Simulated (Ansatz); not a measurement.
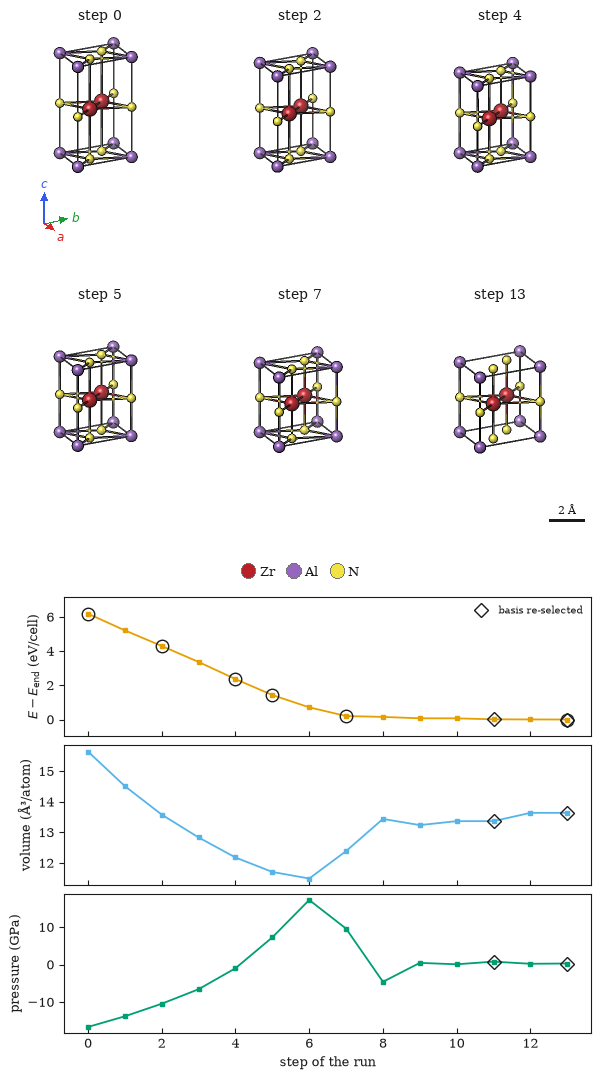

Frames of a relaxation of crystalline Zr$_{2}$AlN$_{3}$ (a generated structure, set up in P6/mmm) (coarse preliminary run), marked on the history of the run. The picture is a ball-and-stick view of the cell of the calculation, seen slightly off an axis.

All numbers below come from DFT PBE, scalar-relativistic, plane waves, PAW (Ansatz 0.2.0). Settings: plane-wave cutoff 420 eV; k-point mesh 6 × 6 × 4; occupations gaussian; smearing width 0.1 eV; no spin polarisation; cell and atoms relaxed; force threshold 0.04 eV/Å; at most 70 steps.

> What happens along the run?

Over 11 accepted moves (13 points after the start) the energy falls by 6.188 eV per cell of the calculation. All forces vanish by symmetry, so only the cell relaxes. Pressure: −16.65 GPa at the start and 0.28 GPa at the end. At 2 points the geometry stayed and the basis and grid were re-selected for the new cell (energy shift of 57.1 meV per cell of the calculation at most each time). The atoms keep their places relative to the cell (all moves are under 0.005 Å). Cell: a = b 4.301 → 4.806 Å (+11.7 %), c 5.858 → 4.090 Å (−30.2 %). Volume −12.8 %. Near-neighbour distances that change, for instance: N–Zr 2.929 → 2.045 Å, Al–N 2.929 → 2.045 Å, Al–N 2.483 → 2.775 Å, N–Zr 2.483 → 2.775 Å. New bonds form, among them: Al–N (2.93 → 2.04 Å). The space group stays P6/mmm (No. 191). From step 0 to 2: volume −13.2 %, energy −1.888 eV per cell of the calculation. From step 2 to 4: volume −10.3 %, energy −1.935 eV per cell of the calculation. From step 4 to 5: volume −3.9 %, energy −0.933 eV per cell of the calculation. From step 5 to 7: volume +5.8 %, energy −1.229 eV per cell of the calculation. From step 7 to 13: volume +10.1 %, energy −0.202 eV per cell of the calculation.

```
step  E − E(0), meV/atom  pressure, GPa  volume, Å³/atom                      note
   0                0.00         -16.65           15.642                          
   1             -162.96         -13.80           14.511                          
   2             -314.68         -10.45           13.580                          
   3             -470.56          -6.58           12.834                          
   4             -637.19          -0.98           12.178                          
   5             -792.75           7.26           11.706                          
   6             -912.55          17.23           11.490                          
   7             -997.52           9.59           12.387                          
   8            -1005.97          -4.60           13.439                          
   9            -1019.43           0.45           13.237                          
  10            -1019.89           0.08           13.366                          
  11            -1029.41           0.78           13.366  same geometry, new basis
  12            -1030.60           0.21           13.638                          
  13            -1031.27           0.28           13.638  same geometry, new basis
```
